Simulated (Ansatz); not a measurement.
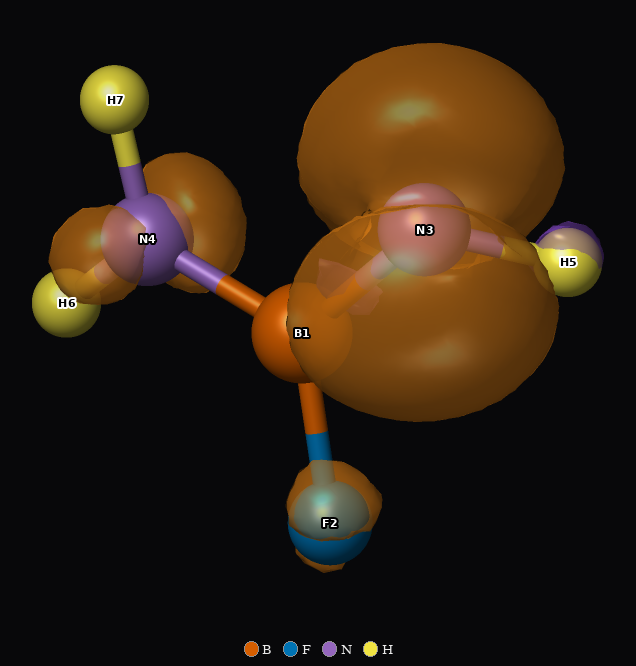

Figure 1: BFH3N2 (doublet). Isosurfaces of the spin density at +0.03 (orange) and −0.03 e/Å³ (purple), seen at a tilt.

Geometry: r2SCAN-D4/def2-SVP.

Computed with isolated molecule in a Gaussian basis; Kohn-Sham density functional theory, functional PBE0 (Ansatz 0.2.0).

```xyz
7

B    -0.1203   -0.5191   -0.6833
F    -0.5495    0.4671   -1.5007
N    -0.7215   -1.8368   -0.7436
N     0.8745   -0.2303    0.2641
H    -0.8408   -2.1596   -1.7122
H     1.3769    0.6485    0.2811
H     1.1876   -0.9152    0.9395
```

### Which atoms carry the spin?

The unpaired spin (1 electron) lies mostly on N3 (about 0.8), in electrons by Hirshfeld's partition.
